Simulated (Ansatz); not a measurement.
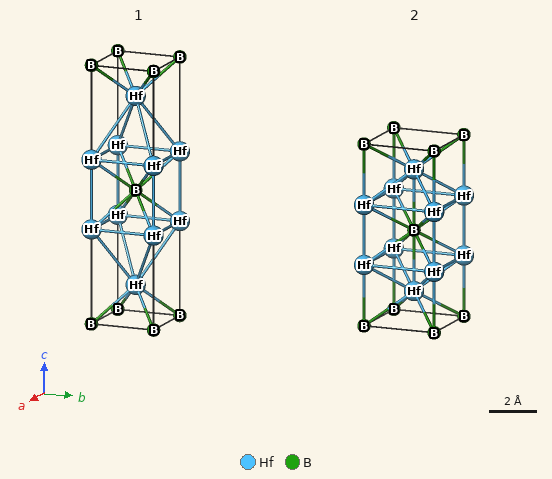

Two geometries of crystalline Hf2B (built on the MoSi2 (C11b)_139 type) (coarse preliminary run), drawn at one scale. One is the start of a relaxation, the other its converged end. The picture is a ball-and-stick view of the conventional cell (2 times the calculation's cell), seen slightly off an axis. Lengths and directions refer to the drawn axes.

Theory: Ansatz, DFT PBE, scalar-relativistic, plane waves, PAW. (plane-wave cutoff 420 eV; k-point mesh 8 × 8 × 8; occupations gaussian; smearing width 0.1 eV; no spin polarisation; cell and atoms relaxed; force threshold 0.04 eV/Å; at most 70 steps)

Question: Which geometry has the lower energy?

Answer: Structure 1 is the relaxed one. Case: MoSi2 (C11b) type (I4/mmm, No. 139). The energy falls by 371 meV per atom in 16 accepted moves (21 points after the start). Largest force component: 3.5 eV/Å at the start, 0.0071 eV/Å at the end. The pressure goes from 15.83 to 0.07 GPa. The line search rejected the trial steps at points 12, 17, 19 of the run. At 2 points the geometry stayed and the basis and grid were re-selected for the new cell (energy shift of 19.7 meV per atom at most each time). The largest moves relative to the cell, 0.35 Å, are those of Hf atoms. B stays in place. The drawn cell changes as follows: a = b 3.298 → 2.919 Å (−11.5 %), c 8.090 → 11.517 Å (+42.4 %); the volume changes by +11.6 %. Near-neighbour distances that change, for instance: B–Hf 2.710 → 4.206 Å, Hf–Hf 2.707 → 3.361 Å, Hf–Hf 2.670 → 3.106 Å, Hf–Hf 3.298 → 2.919 Å. The space group stays I4/mmm (No. 139).
